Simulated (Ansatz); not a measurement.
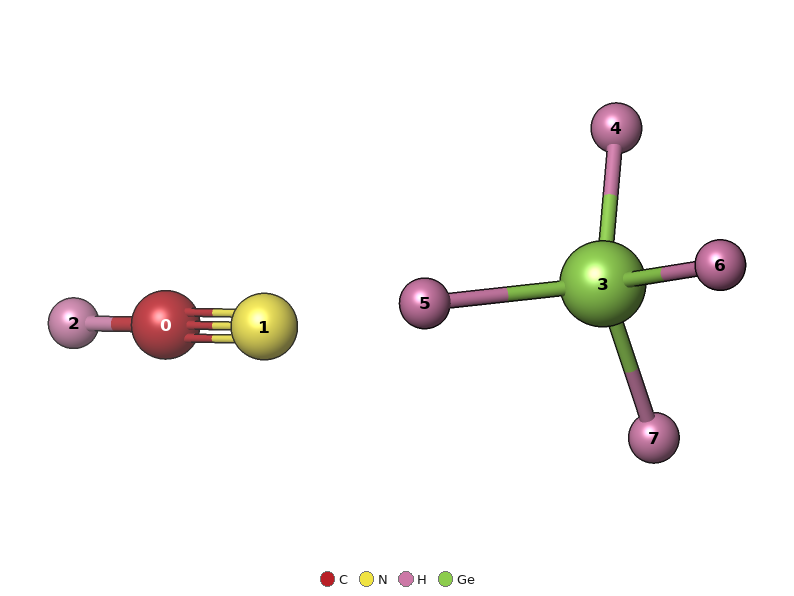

The structure as it stands in the input. Atoms are numbered from 0, in the order of the input.

Input file:

```yaml
crystal:
  periodic: [false, false, false]
  atoms:
    - {symbol: C, position_ang: [-0.090214, 0.395705, -2.865682]}
    - {symbol: N, position_ang: [-0.049946, 0.350534, -1.722101]}
    - {symbol: H, position_ang: [-0.127845, 0.437931, -3.932952]}
    - {symbol: Ge, position_ang: [0.080301, -0.353596, 2.551213]}
    - {symbol: H, position_ang: [-1.301312, -0.744073, 2.013899]}
    - {symbol: H, position_ang: [1.168300, -1.181676, 1.857880]}
    - {symbol: H, position_ang: [0.124786, -0.642355, 4.062698]}
    - {symbol: H, position_ang: [0.330980, 1.141457, 2.324854]}
basis:
  gaussian: {orbitals: "def2-TZVPPD.json"}
correlation: {method: ccsd_t}
```

It was started with:

```sh
ansatz run in.yaml --threads 4 --pin off --events-out ev --progress --plain --max-ram 9574MiB
```

Result:

```
Functional definition: HF
  name "HF"
  cite "Fock, Z. Phys. 61, 126 (1930) doi:10.1007/BF01340294"
  parent pbe
  exchange = exact_x
  correlation = 0
1247 factors; integrals over basis functions are off by at most 1.4e-3 eV
mean field evaluation 1: about -59062.2284 eV, gradient 3.0e1 eV
mean field evaluation 2: about -59062.3697 eV, gradient 3.0e1 eV
mean field evaluation 4: about -59064.7849 eV, gradient 3.5e0 eV
mean field evaluation 8: about -59064.8382 eV, gradient 2.8e-1 eV
mean field evaluation 16: about -59062.2284 eV, gradient 3.0e1 eV
mean field -59064.83842381 eV, -2170.5927764897 hartree, gradient 1.9e-6 eV, S^2 0.000000; 0 other end points of the search recorded, 0 dependent functions left out
11 core orbitals not correlated: weight in the atoms' cores, before any rotation towards them, 1.000 or more for the frozen orbitals, at most 0.000 for the correlated occupied ones
reference -59064.83842381 eV, -2170.5927764897 hartree; 14, 14 occupied and 188, 188 virtual orbitals, 1247 factors
second order -17.02198164 eV of doubles, -0.00000000 eV of singles
cycle   1  -16.93674945 eV  change    8.5e-2 eV  update   1.1e-1
cycle   2  -17.58214611 eV  change   -6.5e-1 eV  update   3.3e-2
cycle   3  -17.68371443 eV  change   -1.0e-1 eV  update   1.5e-2
cycle   4  -17.68152583 eV  change    2.2e-3 eV  update   3.7e-3
cycle   5  -17.68432591 eV  change   -2.8e-3 eV  update   1.3e-3
cycle   6  -17.68468689 eV  change   -3.6e-4 eV  update   3.4e-4
cycle   7  -17.68478790 eV  change   -1.0e-4 eV  update   9.5e-5
cycle   8  -17.68486907 eV  change   -8.1e-5 eV  update   2.7e-5
cycle   9  -17.68488558 eV  change   -1.7e-5 eV  update   8.7e-6
perturbative correction -0.71711757 eV, -0.0263535847 hartree
Total energy: -59083.24042697 eV, -2171.2690376323 hartree
```
